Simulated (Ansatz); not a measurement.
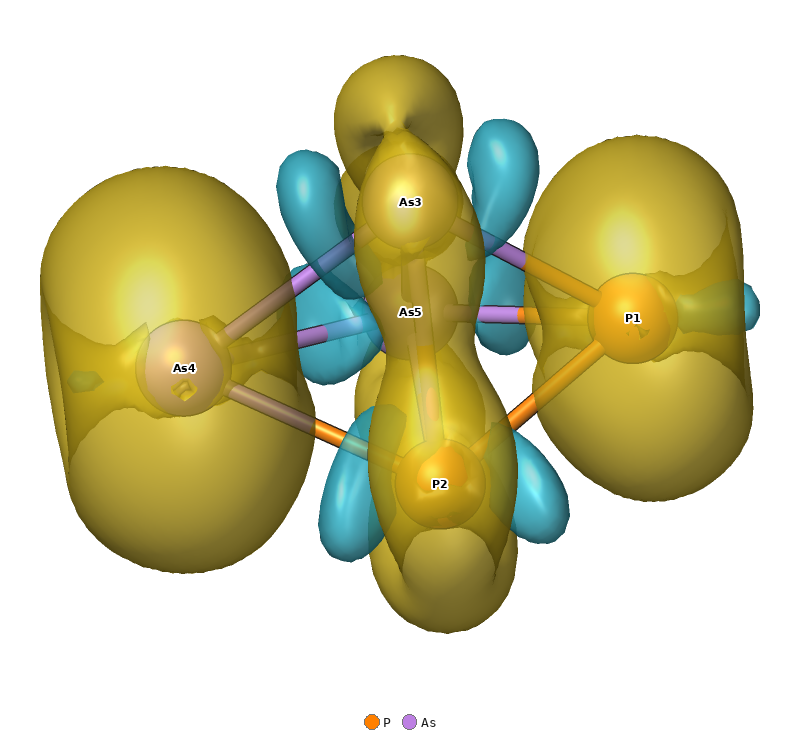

Figure 1: As$_{3}$P$_{2}$ (charge +1, triplet). Isosurfaces of the spin density (α minus β) at +0.015 (yellow) and −0.015 e/Å³ (cyan), seen at an oblique angle.

Geometry: PBE-D4/def2-SVP.

All numbers below come from UKS PBE0-D4/def2-TZVP (Ansatz 0.2.0).

```xyz
5

P     0.0497   -1.2147    1.4607
P    -0.9758   -0.8370   -0.5443
As   -0.3949    1.0906    0.9496
As   -0.1302    1.2409   -1.6137
As    1.4512   -0.2798   -0.2522
```

Describe the spin distribution.

Answer. The unpaired spin (2 electrons) lies mostly on As4 (about 1.0), P1 (about 0.6), P2 (about 0.2), As3 (about 0.1) and As5 (about 0.1), in electrons by Hirshfeld's partition.
